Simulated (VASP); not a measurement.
# Bi2Pd (Urvantsevite) with PBEsol: from relaxation to properties

How well does PBEsol reproduce what experiment finds for Bi2Pd (Urvantsevite)? The cell is relaxed first, and properties follow on it. The steps: relaxing cell and atoms (PBEsol), second relaxation, density, ELF and potential (PBEsol), bands along the symmetry lines (PBEsol), total and projected DOS (PBEsol), vibrations at Γ (PBEsol), field gradients at the nuclei (PBEsol) and ionic relaxation at fixed cell (PBEsol), changed input. The start is a cell from a database of measured crystal structures.

Main program and level: VASP 6.6.1; PBEsol; plane waves and PAW (Bi_d, Pd).

Experimental background.

For Bi2Pd, tetragonal beta phase (quenched self-flux single crystals), “Low-temperature thermal expansion of the topological material candidates beta-PtBi2 and beta-Bi2Pd” (2022, arxiv:2204.02327) gives, by X-ray diffraction: lattice constant a (tetragonal a) 3.369 ± 0.006 Å; lattice constant c (tetragonal c) 12.98 ± 0.02 Å.

Most raw output is cut from this account.

### Step 1. The structure

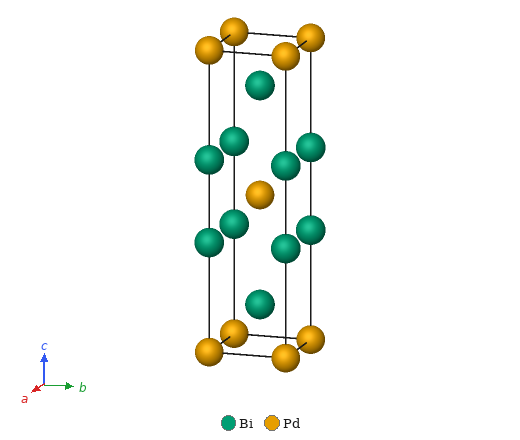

The cell as given, slightly off an axis (bismuth teal, palladium orange). This picture shows the conventional cell, with its axes. Some periodic images of atoms are drawn too.

Coordinates:

```
Bi Pd
1.0
    -1.68100    1.68100    6.49150
     1.68100   -1.68100    6.49150
     1.68100    1.68100   -6.49150
Bi Pd
2 1
Direct
  0.36300 0.36300 0.00000
  0.63700 0.63700 0.00000
  0.00000 0.00000 0.00000
```

### Step 2. Relaxing cell and atoms (PBEsol)

Properties are meant for the cell that this level of theory prefers, so cell and atoms are relaxed first (ISIF = 3) until forces and stress are small; EDIFFG sets the threshold. PBEsol restores the gradient expansion of exchange and is tuned for the cells of solids.

INCAR reads:

```
SYSTEM = Bi2Pd
PREC = Accurate
ENCUT = 400
EDIFF = 1E-06
NELM = 100
ISMEAR = 1
SIGMA = 0.2
LREAL = .FALSE.
ALGO = Normal
GGA = PS
NBANDS = 26
LASPH = .TRUE.
LORBIT = 11
LWAVE = .FALSE.
LCHARG = .FALSE.
KPAR = 2
IBRION = 2
NSW = 60
ISIF = 3
EDIFFG = -0.01
```

POSCAR reads:

```
Bi2Pd
1.0
   -1.6810000000      1.6810000000      6.4915000000
    1.6810000000     -1.6810000000      6.4915000000
    1.6810000000      1.6810000000     -6.4915000000
Bi Pd
2 1
Direct
    0.3630000000      0.3630000000      0.0000000000
    0.6370000000      0.6370000000      0.0000000000
    0.0000000000      0.0000000000      0.0000000000
```

KPOINTS reads:

```
Automatic mesh
0
Gamma
9 9 9
0 0 0
```

PAW data sets: Bi_d and Pd (PBE family, release 64).

Launch:

```console
$ mpirun -np 2 vasp_std
```

Wall time 5.2 min (2 MPI ranks of AMD EPYC 9R45, shared host); peak memory 0.75 GiB; 8.4 min of CPU time.

The PAW data sets were made with PBE, which is usual practice but a small mismatch for other functionals. The run keeps the 16 symmetry operations of its start, so it cannot find a distortion of lower symmetry.

The steps of the relaxation:

```csv
step,energy less that of the first step (eV),largest force (eV/Å),pressure (GPa),volume (Å³)
1,0.0000,0.1475,-1.41,73.37
2,0.0000,0.0961,1.69,71.12
3,-0.0059,0.0307,0.08,72.22
4,-0.0065,0.0168,0.07,72.26
5,-0.0069,0.0070,0.01,72.33
```

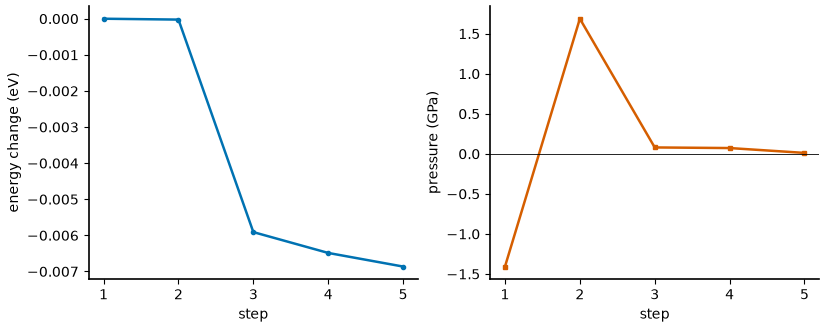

Energy and pressure along the relaxation.

```csv
"conventional cell, symmetrised",before,after,change
a (Å),3.362,3.360,-0.1 %
b (Å),3.362,3.360,-0.1 %
c (Å),12.983,12.817,-1.3 %
volume (Å³/atom),24.46,24.11,-1.4 %
```

The relaxed structure:

```cif
data_structure
_symmetry_space_group_name_H-M 'P 1'
_symmetry_Int_Tables_number 1
_cell_length_a 6.8348
_cell_length_b 6.8348
_cell_length_c 6.8348
_cell_angle_alpha 151.545
_cell_angle_beta 151.545
_cell_angle_gamma 40.678
_cell_volume 72.33
loop_
_atom_site_label
_atom_site_type_symbol
_atom_site_fract_x
_atom_site_fract_y
_atom_site_fract_z
_atom_site_occupancy
Bi1 Bi 0.36360 0.36360 0.00000 1
Bi2 Bi 0.63640 0.63640 0.00000 1
Pd3 Pd 0.00000 0.00000 0.00000 1
```

This step gave:

```
electrons                       : 40
bands                           : 26
irreducible k-points            : 75
symmetry operations             : 16
free energy (TOTEN)             : -15.26 eV
energy at zero smearing         : -15.26 eV
Fermi energy                    : 9.212 eV
pressure                        : 0.01148 GPa
metallic                        : yes
SCF cycles over all ionic steps : 42
```

It ends with a largest force of 0.007 eV/Å and a pressure of 0.01 GPa. The volume lies -1.4 % from that of the database's start, which holds the thermal and zero-point expansion of its experiment.

### Step 3. Second relaxation

A relaxation keeps the plane waves of the cell it began with, so it is repeated from the new cell, on a basis made for it.

INCAR is that of step 2.

POSCAR reads:

```
Bi2Pd
1.0
   -1.6797932146      1.6797932146      6.4086962640
    1.6797932146     -1.6797932146      6.4086962640
    1.6797932146      1.6797932146     -6.4086962640
Bi Pd
2 1
Direct
    0.3636036828      0.3636036828      0.0000000000
    0.6363963172      0.6363963172      0.0000000000
    0.0000000000      0.0000000000      0.0000000000
```

KPOINTS is that of step 2.

Launch:

```console
$ mpirun -np 2 vasp_std
```

The job ended after 78 s (2 MPI ranks; peak memory 0.68 GiB).

Little changed from the start: no atom moved by 0.005 Å and no cell edge by 0.1 %.

Numbers from this step:

* pressure: -0.005089 GPa
* SCF cycles over all ionic steps: 12

It ends with a largest force of 0.007 eV/Å and a pressure of -0.01 GPa. The volume moved by under 0.01 %: the run met its threshold at the first step.

### Step 4. Density, ELF and potential (PBEsol)

A single point on the relaxed cell gives a clean self-consistent state, with density, ELF and potential written out.

Edit INCAR of step 3 so:

```diff
@@ -14,7 +14,5 @@
 LWAVE = .FALSE.
-LCHARG = .FALSE.
-KPAR = 2
-IBRION = 2
-NSW = 60
-ISIF = 3
-EDIFFG = -0.01
+LCHARG = .TRUE.
+ISIF = 2
+LELF = .TRUE.
+LVHAR = .TRUE.
```

POSCAR is that of step 3.

KPOINTS is that of step 3.

Launch:

```console
$ mpirun -np 2 vasp_std
```

The job ended after 68 s (2 MPI ranks; peak memory 0.47 GiB).

This step gave:

| Item | Value |
| --- | --- |
| SCF cycles | 12 |

Valence electrons inside each PAW sphere by angular momentum. Sphere charges, by row:

```csv
atom,s (e),p (e),d (e),tot (e)
Bi1,1.542,1.296,9.938,12.78
Bi2,1.542,1.296,9.938,12.78
Pd3,0.408,0.396,8.615,9.419
```

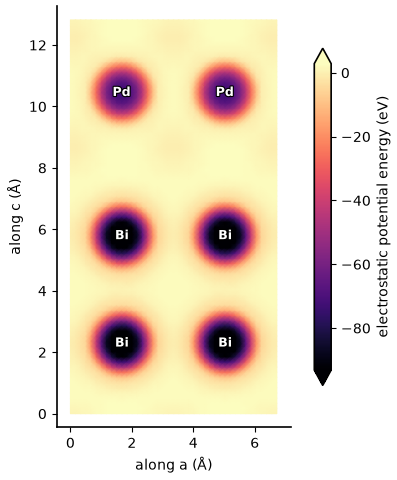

Electrostatic potential energy in the ac plane of the conventional cell at fractional y = 0.000, with atoms of Bi and Pd within 0.2 Å of it. With pseudopotentials it is smooth inside the atoms' cores, unlike the true potential. The map starts off the cell's origin, so that atoms lie inside it.

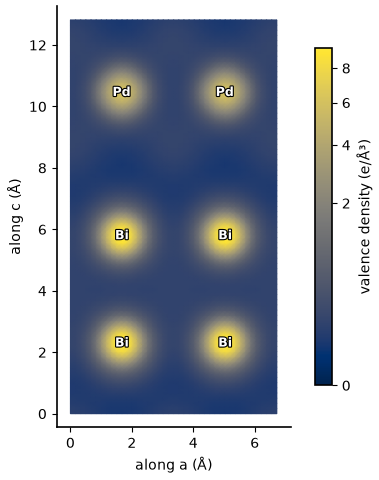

Valence density in the ac plane of the conventional cell at fractional y = 0.000, with atoms of Bi and Pd within 0.2 Å of it. It is the smooth field of the valence electrons, not physical close to the nuclei. The map starts off the cell's origin, so that atoms lie inside it. The colour scale is stretched toward low values.

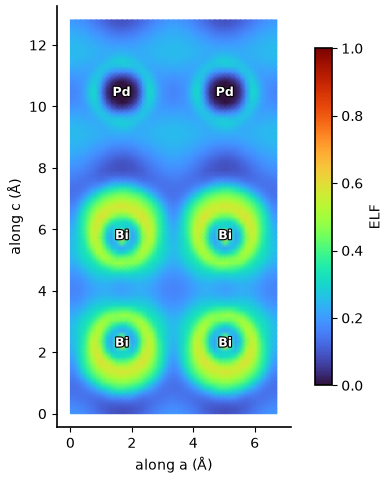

ELF in the ac plane of the conventional cell at fractional y = 0.000, with atoms of Bi and Pd within 0.2 Å of it. It is the smooth field of the valence electrons, not physical close to the nuclei. The map starts off the cell's origin, so that atoms lie inside it.

In this run the pressure is -0.01 GPa, small enough to go on.

### Step 5. Bands along the symmetry lines (PBEsol)

Levels along the symmetry lines show where the bands peak and cross; KPOINTS_OPT computes them in the converged potential.

INCAR reads:

```
SYSTEM = Bi2Pd
PREC = Accurate
ENCUT = 400
EDIFF = 1E-06
NELM = 100
ISMEAR = 1
SIGMA = 0.2
LREAL = .FALSE.
ALGO = Normal
GGA = PS
NBANDS = 33
LASPH = .TRUE.
LORBIT = 11
LWAVE = .FALSE.
LCHARG = .FALSE.
KPAR = 2
```

POSCAR is that of step 4.

KPOINTS is that of step 4.

KPOINTS_OPT reads:

```
Line mode
16
Line-mode
Reciprocal
  0.00000000   0.00000000   0.00000000 GAMMA
 -0.50000000   0.50000000   0.00000000 X

 -0.50000000   0.50000000   0.00000000 X
 -0.50000000   0.50000000  -0.03435123 Y

 -0.50000000   0.50000000  -0.03435123 Y
 -0.26717561   0.26717561  -0.26717561 S

 -0.26717561   0.26717561  -0.26717561 S
  0.00000000   0.00000000   0.00000000 GAMMA

  0.00000000   0.00000000   0.00000000 GAMMA
  0.50000000   0.50000000  -0.50000000 Z

  0.50000000   0.50000000  -0.50000000 Z
  0.26717561   0.73282439  -0.73282439 S1

  0.26717561   0.73282439  -0.73282439 S1
  0.00000000   0.50000000  -0.50000000 N

  0.00000000   0.50000000  -0.50000000 N
 -0.25000000   0.75000000  -0.25000000 P

 -0.25000000   0.75000000  -0.25000000 P
  0.03435123   0.96564877  -0.50000000 Y1

  0.03435123   0.96564877  -0.50000000 Y1
  0.50000000   0.50000000  -0.50000000 Z

 -0.50000000   0.50000000   0.00000000 X
 -0.25000000   0.75000000  -0.25000000 P
```

Launch:

```console
$ mpirun -np 2 vasp_std
```

The job ended after 3.6 min (2 MPI ranks; peak memory 0.8 GiB; 7.1 min of CPU time).

Spin-orbit coupling is off here; with elements this heavy it splits and shifts levels by tenths of an eV or more.

Numbers from this step:

```yaml
bands: 33
pressure: -0.01285 GPa
```

Electronic bands along the path, in eV, zero at the Fermi level; # counts the bands kept:

```csv
point,#5,#6,#7,#8,#9,#10,#11,#12
Γ,-2.83,-2.66,1.83,2.38,2.38,3.14,3.14,4.67
X,-3.31,-2.93,-2.00,-0.99,0.50,0.94,1.06,2.04
Y,-3.46,-2.82,-2.01,-1.14,0.52,1.03,1.24,2.09
S,-2.90,-2.88,-2.76,-1.51,1.36,2.94,4.63,4.64
Γ,-2.83,-2.66,1.83,2.38,2.38,3.14,3.14,4.67
Z,-2.77,-2.66,-1.65,1.43,1.43,4.74,4.74,5.93
S1,-2.90,-2.88,-2.76,-1.51,1.36,2.94,4.63,4.64
N,-3.23,-2.89,-2.25,-1.82,1.05,4.52,4.61,4.82
P,-3.77,-2.96,-2.00,-0.29,-0.29,0.96,1.00,2.39
Y1,-3.46,-2.82,-2.01,-1.14,0.52,1.03,1.24,2.09
Z,-2.77,-2.66,-1.65,1.43,1.43,4.74,4.74,5.93
jump to X,-3.31,-2.93,-2.00,-0.99,0.50,0.94,1.06,2.04
P,-3.77,-2.96,-2.00,-0.29,-0.29,0.96,1.00,2.39
```

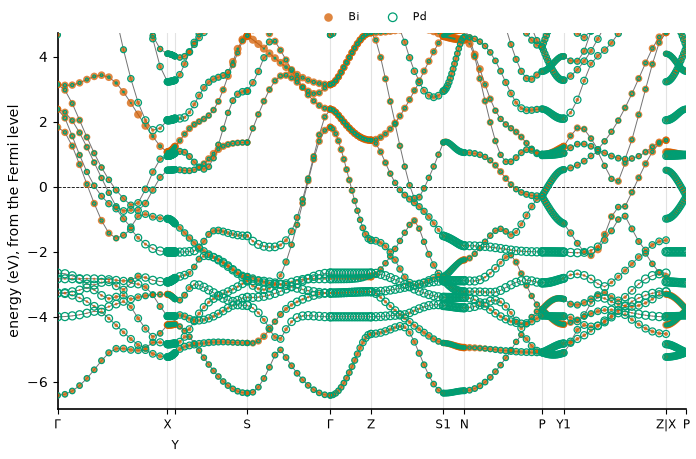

Electronic bands along the path; dots are coloured as in the legend, and their area grows with the weight.

There is no gap at this level.

### Step 6. Total and projected DOS (PBEsol)

A density of states needs more k-points than a total energy; ISMEAR = -5 takes tetrahedra, and LORBIT projects the states on the PAW spheres. The mesh is finer than in the run before.

Edit INCAR of step 5 so:

```diff
@@ -5,3 +5,3 @@
 NELM = 100
-ISMEAR = 1
+ISMEAR = -5
 SIGMA = 0.2
@@ -16 +16,2 @@
 KPAR = 2
+NEDOS = 2001
```

POSCAR is that of step 5.

KPOINTS reads:

```
Automatic mesh
0
Gamma
14 14 14
0 0 0
```

Launch:

```console
$ mpirun -np 2 vasp_std
```

The job ended after 4.4 min (2 MPI ranks; peak memory 1.1 GiB).

With tetrahedra the forces and stress of a metal are not exact derivatives of the energy.

Numbers from this step:

```yaml
irreducible_k_points: 244
free_energy_toten: -15.27 eV
fermi_energy: 9.241 eV
pressure: -0.008269 GPa
dos_at_the_fermi_level: 1.333 states/eV/cell
```

The density of states has structure finer than the step of the table below, so its rows give means over 1 eV, whole bins alone (the curve runs from -12.0 to 3.61 eV). Peaks (eV: height): total -4.8: 4.53, -4.0: 5.93, -3.3: 9.12, -2.9: 7.20; Pd d -4.0: 3.65, -3.3: 7.30, -2.9: 4.97, -2.0: 2.27; Bi p -4.8: 1.20, -4.0: 0.707, 1.0: 0.784, 1.8: 0.772; Pd p -4.8: 0.120, -4.0: 0.113, -2.8: 0.112, -1.5: 0.132; Bi s -11.5: 1.44, -11.0: 1.50.

States under -12.0 eV and over 3.6 eV are left out. Table of density of states by energy, zero at the Fermi level; means over each step; values in states/eV/cell:

```csv
energy (eV),total,Pd d,Bi p,Pd p,Bi s,Pd s
-11,1.63,0.0535,0.0197,0.0213,1.15,0.00555
-10,0.503,0.0203,0.00693,0.00143,0.375,1.1e-4
-9,0.0720,9.3e-4,5.0e-4,1.3e-5,0.0590,0
-8,0,0,0,0,0,0
-7,5.1e-5,0,1.3e-5,0,0,6.3e-6
-6,0.558,0.0718,0.150,0.00679,0.00800,0.0685
-5,2.44,0.743,0.605,0.0520,0.0314,0.0905
-4,3.52,2.16,0.437,0.0526,0.0587,0.0409
-3,5.38,3.88,0.420,0.0701,0.108,0.0917
-2,2.25,1.13,0.412,0.0807,0.0628,0.0310
-1,1.36,0.416,0.367,0.0615,0.0611,0.0227
0,1.23,0.275,0.405,0.0477,0.0424,0.0167
1,1.76,0.306,0.645,0.0568,0.0506,0.0364
2,1.74,0.200,0.710,0.0471,0.0326,0.0839
3,1.55,0.129,0.638,0.0342,0.0204,0.126
```

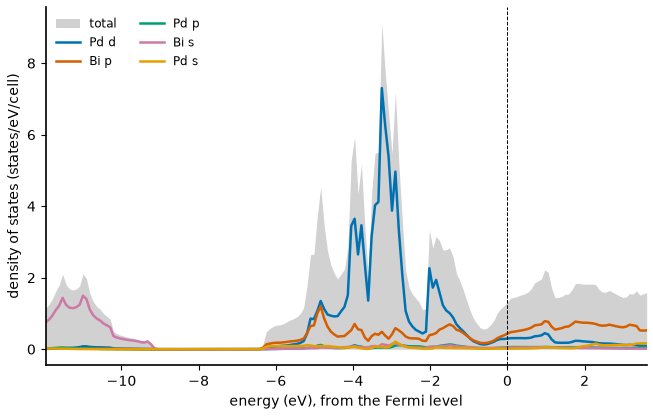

Density of states against energy.

The finer mesh and the other smearing move the Fermi level by +0.03 eV from the 9×9×9 run, a small shift, which tests the Fermi level alone. Of the states within 0.3 eV of the Fermi level, the largest shares in the PAW spheres are Bi p 33 % and Pd d 23 %. The rest lies in smaller channels or between the spheres.

### Step 7. Vibrations at Γ (PBEsol)

Zone-centre modes test whether the atoms sit at a minimum within this cell. IBRION = 8 takes the force constants from linear response, which needs tightly converged orbitals.

INCAR reads:

```
SYSTEM = Bi2Pd
PREC = Accurate
ENCUT = 400
EDIFF = 1E-08
NELM = 100
ISMEAR = 1
SIGMA = 0.2
LREAL = .FALSE.
ALGO = Normal
GGA = PS
NBANDS = 26
LASPH = .TRUE.
LORBIT = 11
LWAVE = .FALSE.
LCHARG = .FALSE.
KPAR = 2
IBRION = 8
ISIF = 2
```

POSCAR is that of step 6.

KPOINTS reads:

```
Automatic mesh
0
Gamma
16 16 16
0 0 0
```

Launch:

```console
$ mpirun -np 2 vasp_std
```

The job ended after 69 min (2 MPI ranks; peak memory 5.3 GiB; 2.3 h of CPU time).

Energies printed during the response cycles are not total energies of the cell.

Numbers from this step:

| Property | Result |
| --- | --- |
| bands | 26 |
| irreducible k-points | 349 |
| pressure of the cell | 0.002805 GPa |
| largest force of the cell | 0.02985 eV/Å |
| Fermi energy | 9.200 eV |

Modes at Γ, with each element's share of the kinetic energy:

```csv
mode,frequency (cm⁻¹),symmetry,Bi %,Pd %
1,-0.2,acoustic,80,20
2,-0.1,acoustic,80,20
3,-0.1,acoustic,80,20
4,42.3,Eg,100,0
5,42.3,Eg,100,0
6,86.7,Eu,20,80
7,86.7,Eu,20,80
8,98.6,A1g,100,0
9,105.7,A2u,20,80
```

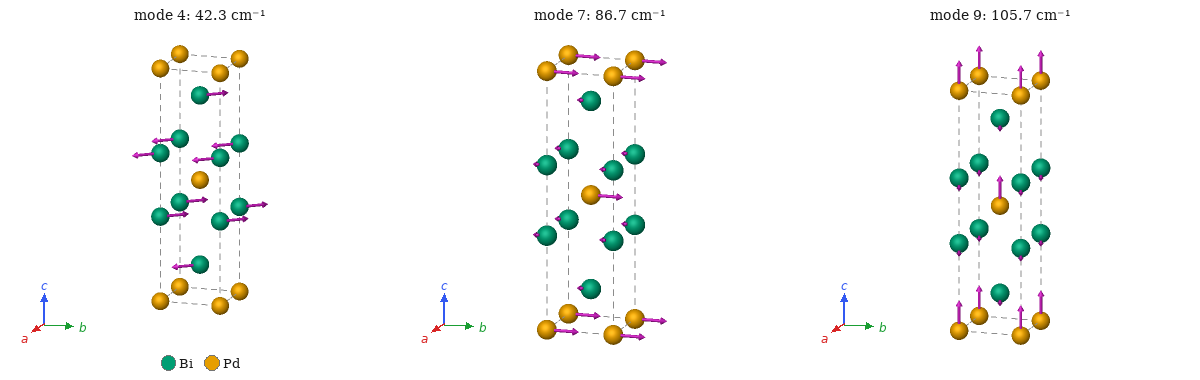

Displacement patterns of modes 4, 7 and 9 at Γ; arrows are exaggerated. Some periodic images of atoms are drawn too.

The three acoustic modes lie within 0.2 cm⁻¹ of zero, and all others are real. By the characters of their eigenvectors the optical modes sort into (cm⁻¹) Raman active: Eg 42, A1g 99; infrared active: Eu 87, A2u 106. With a centre of inversion no mode is active in both.

### Step 8. Field gradients at the nuclei (PBEsol)

Field gradients probe how far the charge around each nucleus departs from cubic symmetry; LASPH keeps the non-spherical terms inside the spheres.

Edit INCAR of step 7 so:

```diff
@@ -3,3 +3,3 @@
 ENCUT = 400
-EDIFF = 1E-08
+EDIFF = 1E-07
 NELM = 100
@@ -16,3 +16,2 @@
 KPAR = 2
-IBRION = 8
-ISIF = 2
+LEFG = .TRUE.
```

POSCAR is that of step 7.

KPOINTS reads:

```
Automatic mesh
0
Gamma
9 9 9
0 0 0
```

Launch:

```console
$ mpirun -np 2 vasp_std
```

Wall time 75 s (2 MPI ranks); peak memory 0.68 GiB; 2.3 min of CPU time.

This step gave:

```yaml
scf_cycles: 14
irreducible_k_points: 75
free_energy_toten: -15.26 eV
fermi_energy: 9.212 eV
pressure: -0.01797 GPa
```

Electric field gradients, by row:

```csv
atom,Vxx (V/Å²),Vyy (V/Å²),Vzz (V/Å²),asymmetry
Bi1,-11.46,-11.46,22.91,0
Bi2,-11.46,-11.46,22.91,0
Pd3,6.91,6.907,-13.82,0
```

The largest gradient, 22.91 V/Å², sits on Bi1 and like sites; times the quadrupole moment of a nucleus that has one, it gives the coupling that NMR and NQR see.

### Step 9. Ionic relaxation at fixed cell (PBEsol), changed input

This run is made with a changed input; what comes of it follows.

Edit INCAR of step 8 so:

```diff
@@ -3,4 +3,4 @@
 ENCUT = 400
-EDIFF = 1E-07
-NELM = 100
+EDIFF = 1E-06
+NELM = 94
 ISMEAR = 1
@@ -16,2 +16,8 @@
 KPAR = 2
-LEFG = .TRUE.
+IBRION = 2
+NSW = 30
+ISIF = 2
+EDIFFG = -0.01
+IMIX = 1
+AMIX = 1.5
+BMIX = 1E-04
```

POSCAR is that of step 8.

KPOINTS is that of step 8.

Launch:

```console
$ mpirun -np 2 vasp_std
```

The job ended after 4.1 min (2 MPI ranks; peak memory 0.64 GiB).

The run was stopped at its time limit, by a STOPCAR file.

The fault in the input: mixing far too strong (IMIX = 1, AMIX = 1.5 and BMIX = 0.0001). Lower AMIX to 0.4 or under and return to the default mixer.

### Step 10. Results

```yaml
relaxed_volume: 24.11 Å³/atom
relaxed_conventional_cell_a_b_c: 3.360, 3.360, 12.817 Å
space_group_after_relaxing_within_0p02_a: I4/mmm (No. 139)
band_gap: none, a metal
dos_at_the_fermi_level: 1.33 states/eV/cell
highest_zone_centre_mode: 106 cm⁻¹
largest_field_gradient_vzz: 22.91 V/Å² on Bi1
```

What this shows: With PBEsol, Bi2Pd (Urvantsevite) relaxes to 24.11 Å³/atom in space group I4/mmm (held by the symmetry of the run) and comes out as a metal. Against the listed cell the volume lies -1.4 % (a -0.1 %, c -1.3 %). Bands along the symmetry lines (PBEsol): Of the bands kept, 4 cross the Fermi level on this path. Vibrations at Γ (PBEsol): The highest mode in this list at Γ, 105.7 cm⁻¹, is mostly motion of Pd (80 % of the kinetic energy). Spin-orbit coupling is left out, and with elements this heavy it would split and shift bands near the Fermi level. Modes at Γ alone can't show that the crystal is stable at other wave vectors. No search among competing phases was made, and a listed structure need not be the one stable at ambient conditions. All values are for a static lattice at zero temperature.

Computed beside measured:

```
              quantity  measured           PBEsol
lattice constant a (Å)     3.369   3.360 (-0.3 %)
lattice constant c (Å)     12.98  12.817 (-1.3 %)
```

Measured values from arxiv:2204.02327 (2022).

**Verdict.** The lattice constant a is off by -0.3 %: good agreement. The lattice constant c is off by -1.3 %: fair agreement. The grades are ours: good and fair within 0.7 and 1.5 % for the lattice constant a and 0.8 and 2 % for the lattice constant c. Zero-point motion and thermal expansion are not in the computed lattice constants.

[Lines on the potential files, build, host, timing and source positions are cut from VASP's logs without a mark.]

[Logs are printed without paths, hosts, clocks, repeated set-up lines and the standing remarks that a program may print on its own settings, such as how far it seeks lower states.]

[Hosts, paths, dates, database ids (printed as entryN), source tags and the programs' standing remarks are cut or masked in the printed files.]

[A measured line is paired with the nearest computed mode of its activity, which favours agreement.]
